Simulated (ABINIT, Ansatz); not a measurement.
# KBe (Pm-3m): from the cell to the phonon bands, part 3 of 4

Aim: the phonon dispersion of KBe (Pm-3m), checked by a second program.

ABINIT 10.8.3; DFT PBEsol, scalar-relativistic, plane waves, PseudoDojo norm-conserving pseudopotentials.

So far. Step 6 (Self-consistent run for the response): The cell stands at -0.25 GPa: the relaxation ran with a smoothed and higher cutoff, and the difference is a stress of the finite basis. Step 7 (Linear response at Γ): The acoustic modes at Γ come out as far as 7.0 cm⁻¹ from zero, where they should vanish, a small numerical error. The relaxed cell has a = 3.943 Å (conventional setting).

The structure was built from a prototype and need not be the compound's stable phase.

### Step 9. Dispersion

anaddb transforms the dynamical matrices to force constants and back along the path; points of the mesh come back as solved, but for the sum rule and, in polar crystals, the LO-TO term at Γ; the rest is interpolation.

anaddb.abi

```
ddb_filepath "all_DDB"
output_file "anaddb.abo"
outdata_prefix "anaddb"
ifcflag 1
ngqpt 2 2 2
nqshft 1
q1shft 0.0 0.0 0.0
asr 1
chneut 0
dipdip 0
dipquad 0
quadquad 0
enunit 0
eivec 0
nph1l 62
qph1l 
    0.0 0.0 0.0 1.0
    0.0 0.05 0.0 1.0
    0.0 0.1 0.0 1.0
    0.0 0.15 0.0 1.0
    0.0 0.2 0.0 1.0
    0.0 0.25 0.0 1.0
    0.0 0.3 0.0 1.0
    0.0 0.35 0.0 1.0
    0.0 0.4 0.0 1.0
    0.0 0.45 0.0 1.0
    0.0 0.5 0.0 1.0
    0.05 0.5 0.0 1.0
    0.1 0.5 0.0 1.0
    0.15 0.5 0.0 1.0
    0.2 0.5 0.0 1.0
    0.25 0.5 0.0 1.0
    0.3 0.5 0.0 1.0
    0.35 0.5 0.0 1.0
    0.4 0.5 0.0 1.0
    0.45 0.5 0.0 1.0
    0.5 0.5 0.0 1.0
    0.45 0.45 0.0 1.0
    0.4 0.4 0.0 1.0
    0.35 0.35 0.0 1.0
    0.3 0.3 0.0 1.0
    0.25 0.25 0.0 1.0
    0.2 0.2 0.0 1.0
    0.15 0.15 0.0 1.0
    0.1 0.1 0.0 1.0
    0.05 0.05 0.0 1.0
    0.0 0.0 0.0 1.0
    0.05 0.05 0.05 1.0
    0.1 0.1 0.1 1.0
    0.15 0.15 0.15 1.0
    0.2 0.2 0.2 1.0
    0.25 0.25 0.25 1.0
    0.3 0.3 0.3 1.0
    0.35 0.35 0.35 1.0
    0.4 0.4 0.4 1.0
    0.45 0.45 0.45 1.0
    0.5 0.5 0.5 1.0
    0.45 0.5 0.45 1.0
    0.4 0.5 0.4 1.0
    0.35 0.5 0.35 1.0
    0.3 0.5 0.3 1.0
    0.25 0.5 0.25 1.0
    0.2 0.5 0.2 1.0
    0.15 0.5 0.15 1.0
    0.1 0.5 0.1 1.0
    0.05 0.5 0.05 1.0
    0.0 0.5 0.0 1.0
    0.5 0.5 0.5 1.0
    0.5 0.5 0.45 1.0
    0.5 0.5 0.4 1.0
    0.5 0.5 0.35 1.0
    0.5 0.5 0.3 1.0
    0.5 0.5 0.25 1.0
    0.5 0.5 0.2 1.0
    0.5 0.5 0.15 1.0
    0.5 0.5 0.1 1.0
    0.5 0.5 0.05 1.0
    0.5 0.5 0.0 1.0
```

mrgddb.in

```
all_DDB
merged
4
dfpt_gammao_DDB
dfpt_qo_DS1_DDB
dfpt_qo_DS2_DDB
dfpt_qo_DS3_DDB
```

Launch:

```bash
> mrgddb < mrgddb.in > mrgddb.log
> OMP_NUM_THREADS=1 anaddb anaddb.abi > anaddb.log
```

anaddb.abo, the main output file:

```text
[banners, grids, parts of the stress and lines that vanish by symmetry left out]
-outvars_anaddb: echo values of input variables ----------------------

 Flags :
[...]
Phonon wavevector (reduced coordinates) :  0.00000  0.00000  0.00000
 Phonon energies in Hartree :
[...]
Phonon frequencies in cm-1    :
-  0.000000E+00  0.000000E+00  0.000000E+00  2.170228E+02  2.170228E+02
-  2.170228E+02
[...]
Phonon wavevector (reduced coordinates) :  0.00000  0.05000  0.00000
 Phonon energies in Hartree :
[...]
Phonon frequencies in cm-1    :
-  1.001512E+01  1.350491E+01  1.350491E+01  2.146218E+02  2.167927E+02
-  2.167927E+02
[...]
Phonon wavevector (reduced coordinates) :  0.00000  0.10000  0.00000
 Phonon energies in Hartree :
[...]
Phonon frequencies in cm-1    :
-  1.927502E+01  2.675483E+01  2.675483E+01  2.075446E+02  2.161140E+02
-  2.161140E+02
[...]
Phonon wavevector (reduced coordinates) :  0.00000  0.15000  0.00000
 Phonon energies in Hartree :
[...]
Phonon frequencies in cm-1    :
-  2.684122E+01  3.949185E+01  3.949185E+01  1.962007E+02  2.150226E+02
-  2.150226E+02
[...]
Phonon wavevector (reduced coordinates) :  0.00000  0.20000  0.00000
 Phonon energies in Hartree :
[...]
Phonon frequencies in cm-1    :
-  3.123657E+01  5.145164E+01  5.145164E+01  1.814055E+02  2.135822E+02
-  2.135822E+02
[...]
Phonon wavevector (reduced coordinates) :  0.00000  0.25000  0.00000
 Phonon energies in Hartree :
[...]
Phonon frequencies in cm-1    :
-  2.937896E+01  6.235904E+01  6.235904E+01  1.646527E+02  2.118898E+02
-  2.118898E+02
  Phonon wavevector (reduced coordinates) :  0.00000  0.30000  0.00000
 Phonon energies in Hartree :
[...]
Phonon frequencies in cm-1    :
-  4.431936E+00  7.192388E+01  7.192388E+01  1.484721E+02  2.100815E+02
-  2.100815E+02
  Phonon wavevector (reduced coordinates) :  0.00000  0.35000  0.00000
 Phonon energies in Hartree :
[...]
Phonon frequencies in cm-1    :
- -4.193575E+01  7.984068E+01  7.984068E+01  1.359805E+02  2.083340E+02
-  2.083340E+02
  Phonon wavevector (reduced coordinates) :  0.00000  0.40000  0.00000
 Phonon energies in Hartree :
[...]
Phonon frequencies in cm-1    :
- -6.359923E+01  8.579925E+01  8.579925E+01  1.286306E+02  2.068557E+02
-  2.068557E+02
  Phonon wavevector (reduced coordinates) :  0.00000  0.45000  0.00000
 Phonon energies in Hartree :
[...]
Phonon frequencies in cm-1    :
- -7.691102E+01  8.951481E+01  8.951481E+01  1.252985E+02  2.058580E+02
-  2.058580E+02
  Phonon wavevector (reduced coordinates) :  0.00000  0.50000  0.00000
 Phonon energies in Hartree :
[...]
Phonon frequencies in cm-1    :
- -8.139267E+01  9.077913E+01  9.077913E+01  1.243910E+02  2.055046E+02
-  2.055046E+02
  Phonon wavevector (reduced coordinates) :  0.05000  0.50000  0.00000
 Phonon energies in Hartree :
[...]
Phonon frequencies in cm-1    :
- -8.398354E+01  9.068588E+01  9.431184E+01  1.231495E+02  2.034509E+02
-  2.058941E+02
  Phonon wavevector (reduced coordinates) :  0.10000  0.50000  0.00000
 Phonon energies in Hartree :
[...]
Phonon frequencies in cm-1    :
- -9.012683E+01  9.041469E+01  1.030460E+02  1.190103E+02  1.976495E+02
-  2.070203E+02
  Phonon wavevector (reduced coordinates) :  0.15000  0.50000  0.00000
 Phonon energies in Hartree :
[...]
Phonon frequencies in cm-1    :
- -9.721604E+01  8.999069E+01  1.105702E+02  1.138660E+02  1.892552E+02
-  2.087624E+02
[...]
Phonon wavevector (reduced coordinates) :  0.40000  0.50000  0.40000
 Phonon energies in Hartree :
[...]
Phonon frequencies in cm-1    :
- -6.037940E+01  2.595429E+01  6.506139E+01  1.226239E+02  1.338144E+02
-  1.389072E+02
  Phonon wavevector (reduced coordinates) :  0.35000  0.50000  0.35000
 Phonon energies in Hartree :
[...]
Phonon frequencies in cm-1    :
- -8.092906E+01  4.180660E+01  9.539733E+01  1.185482E+02  1.377795E+02
-  1.513720E+02
  Phonon wavevector (reduced coordinates) :  0.30000  0.50000  0.30000
 Phonon energies in Hartree :
[...]
Phonon frequencies in cm-1    :
- -9.506646E+01  5.851277E+01  1.134696E+02  1.230721E+02  1.388546E+02
-  1.646803E+02
  Phonon wavevector (reduced coordinates) :  0.25000  0.50000  0.25000
 Phonon energies in Hartree :
[...]
Phonon frequencies in cm-1    :
- -1.031891E+02  7.513085E+01  1.079245E+02  1.364097E+02  1.474273E+02
-  1.771410E+02
  Phonon wavevector (reduced coordinates) :  0.20000  0.50000  0.20000
 Phonon energies in Hartree :
[...]
Phonon frequencies in cm-1    :
- -1.056157E+02  9.072491E+01  1.024823E+02  1.303206E+02  1.679373E+02
-  1.876984E+02
  Phonon wavevector (reduced coordinates) :  0.15000  0.50000  0.15000
 Phonon energies in Hartree :
[...]
Phonon frequencies in cm-1    :
- -1.027456E+02  9.767525E+01  1.043601E+02  1.208061E+02  1.842145E+02
-  1.958121E+02
[...]
Phonon wavevector (reduced coordinates) :  0.50000  0.50000  0.05000
 Phonon energies in Hartree :
[...]
Phonon frequencies in cm-1    :
- -1.196497E+02 -1.196497E+02  8.805769E+01  1.589562E+02  1.589562E+02
-  2.181421E+02
  Phonon wavevector (reduced coordinates) :  0.50000  0.50000  0.00000
 Phonon energies in Hartree :
[...]
Phonon frequencies in cm-1    :
- -1.207742E+02 -1.207742E+02  8.688689E+01  1.594155E+02  1.594155E+02
-  2.208623E+02
-
```

Elapsed: 0.51 s, on 1 thread of Arm Neoverse V2, shared host.

Numbers from this step:

- lowest frequency on the path: -120.8 cm⁻¹

Anaddb. The phonon branches at the labelled points (cm⁻¹):

```tsv
point	branch 1	branch 2	branch 3	branch 4	branch 5	branch 6
Γ	0	0	0	217	217	217
X	-81	91	91	124	206	206
M	-121	-121	87	159	159	221
Γ	0	0	0	217	217	217
R	-4	-4	-4	126	126	126
X	-81	91	91	124	206	206
jump to R	-4	-4	-4	126	126	126
M	-121	-121	87	159	159	221
```

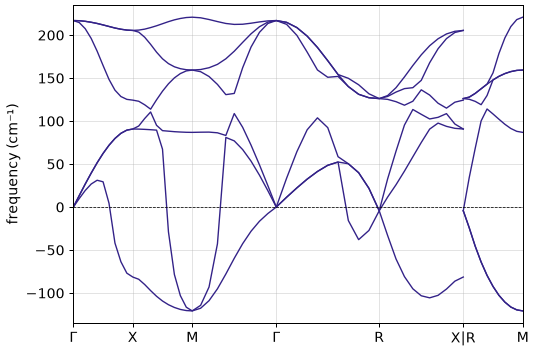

Phonon branches along the path.

The path dips to 121i cm⁻¹.

### Step 10. Density of states

Sums over the zone need many more wavevectors than were solved, so the interpolation is sampled on a dense mesh.

anaddb.abi

```
ddb_filepath "all_DDB"
output_file "anaddb.abo"
outdata_prefix "anaddb"
ifcflag 1
ngqpt 2 2 2
nqshft 1
q1shft 0.0 0.0 0.0
asr 1
chneut 0
dipdip 0
dipquad 0
quadquad 0
prtdos 2
ng2qpt 11 11 11
dosdeltae 4.5563e-06
ntemper 11
temperinc 100.0
tempermin 0.0
```

Launch:

```bash
> OMP_NUM_THREADS=1 anaddb anaddb.abi > anaddb.log
```

anaddb.abo, the main output file:

```text
-outvars_anaddb: echo values of input variables ----------------------

 Flags :
     ifcflag         1
 Miscellaneous information :
         asr         1
      chneut         0
 Interatomic Force Constants Inputs :
      dipdip         0
     dipquad         0
    quadquad         0
      ifcana         0
      ifcout         0
 Description of grid 1 :
        brav         1
       ngqpt         2         2         2
      nqshft         1
      q1shft
                     0.00000000E+00  0.00000000E+00  0.00000000E+00
 Phonon DOS information :
   dosdeltae  4.55630000E-06
    dossmear  4.55633525E-06
 Description of grid 2 (Fourier interp. or BZ sampling):
      ng2qpt        11        11        11
      ngrids         4
      q2shft         0.00000000E+00  0.00000000E+00  0.00000000E+00

================================================================================

 read the DDB information and perform some checks

  ==== Info on the Cryst% object ====
 Real(R)+Recip(G) space primitive vectors, cartesian coordinates (Bohr,Bohr^-1):
 R(1)=  7.4516047  0.0000000  0.0000000  G(1)=  0.1341993  0.0000000  0.0000000
 R(2)=  0.0000000  7.4516047  0.0000000  G(2)=  0.0000000  0.1341993  0.0000000
 R(3)=  0.0000000  0.0000000  7.4516047  G(3)=  0.0000000  0.0000000  0.1341993
 Unit cell volume ucvol=  4.1376087E+02 bohr^3
 Angles (23,13,12)=  9.00000000E+01  9.00000000E+01  9.00000000E+01 degrees
 Time-reversal symmetry is present
 Reduced atomic positions [iatom, xred, symbol]:
    1)    0.0000000  0.0000000  0.0000000  Be
    2)    0.5000000  0.5000000  0.5000000   K

 DDB file with 4 blocks has been read.

================================================================================

 Calculation of the interatomic forces

       Homogeneous q point set in the B.Z.
 Grid q points  :        8
  1)   0.00000000E+00  0.00000000E+00  0.00000000E+00
  2)   5.00000000E-01  0.00000000E+00  0.00000000E+00
  3)   0.00000000E+00  5.00000000E-01  0.00000000E+00
  4)   5.00000000E-01  5.00000000E-01  0.00000000E+00
  5)   0.00000000E+00  0.00000000E+00  5.00000000E-01
  6)   5.00000000E-01  0.00000000E+00  5.00000000E-01
  7)   0.00000000E+00  5.00000000E-01  5.00000000E-01
  8)   5.00000000E-01  5.00000000E-01  5.00000000E-01

 The interatomic forces have been obtained

================================================================================

 Calculation of phonon density of states

 Average speed of sound partial sums:     0.9719907646E-03 (at units)
-                                   =           2.1264 [km/s]

 Debye frequency from partial sums:     0.5084278384E-03 (Ha)
-                                 =     0.3345294473E+01 (THz)
-Debye temperature from partial sums:     0.1605488133E+03 (K)

 Average speed of sound:     0.3584420564E-04 (at units)
-                      =           0.0784 [km/s]

 Debye frequency from DOS:     0.1874934686E-04 (Ha)
-                        =     0.1233647761E+00 (THz)
-Debye temperature from DOS:     0.5920575471E+01 (K)

-
```

Wall time 0.55 s (1 thread).

Read from the output:

| Property | Result |
| --- | --- |
| share of modes beyond 3i cm⁻¹ on the dense interpolated mesh | 0.2047 |

The phonon density of states has structure finer than the step of the table below, so its rows give means over 20 cm⁻¹, whole bins alone (the curve runs from -151 to 251 cm⁻¹). Peaks (cm⁻¹: height): -100.8: 0.0215, 67.2: 0.0249, 91.2: 0.0522, 103.2: 0.0583, 137.2: 0.0493, 207.2: 0.0624.

Tetrahedra. Table of phonon density of states by wavenumber; means over each step:

```tsv
wavenumber (cm⁻¹)	phonon density of states (1/cm⁻¹/cell)
-140	0
-120	0.00288
-100	0.0173
-80	0.0153
-60	0.0105
-40	0.00772
-20	0.00599
0	0.00438
20	0.00351
40	0.00472
60	0.0124
80	0.0232
100	0.0416
120	0.0121
140	0.0368
160	0.0276
180	0.0245
200	0.0373
220	0.0122
240	0
```

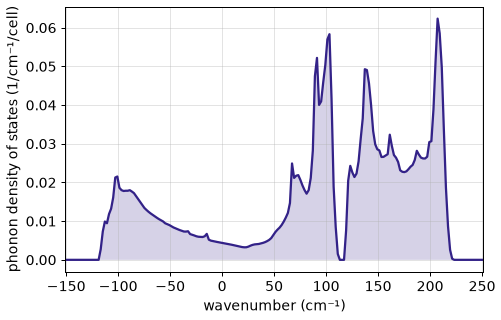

Phonon density of states, plotted against wavenumber.

[end of part 3 of 4]

[Host names and launcher messages were left out of these logs when they were recorded.]

[Logs are printed without paths, hosts, clocks, repeated set-up lines and the standing remarks that a program may print on its own settings, such as how far it seeks lower states.]

[Hosts, paths, dates, database ids (printed as entryN), source tags and the programs' standing remarks are cut or masked in the printed files.]
